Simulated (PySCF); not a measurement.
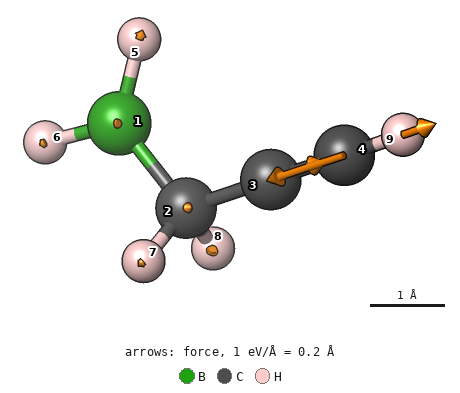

Starting geometry of C3H5B with the computed forces as orange arrows. The picture is a ball-and-stick view, seen from a free direction.

The start comes from GFN2-xTB. Its atoms were then displaced at random by about 0.01 Å.

Computed with PBE0-D3(BJ)/def2-SVP geometry optimisation, gas phase (PySCF). 

Is this structure relaxed? If not, where do the atoms go?

Answer. It isn't relaxed: the largest force vector, on C4, is 6.72 eV/Å. The final displacements follow the starting forces only in part (cosine between the two patterns 0.38). The largest move after the best rigid fit is that of H9, 0.073 Å. By element the largest moves are H 0.073 Å, C 0.052 Å, B 0.022 Å. Some distances before and after: C4–H9 1.014 → 1.074 Å, C3–C4 1.250 → 1.211 Å, B1–H5 1.178 → 1.207 Å, B1–C2 1.541 → 1.567 Å. Among the angles between lasting bonds that change: B1–C2–H8 108.6° → 104.6°, C3–C2–H8 107.0° → 110.6°, H7–C2–H8 106.2° → 102.8°. Over 7 geometry steps the energy falls by 0.238 eV.
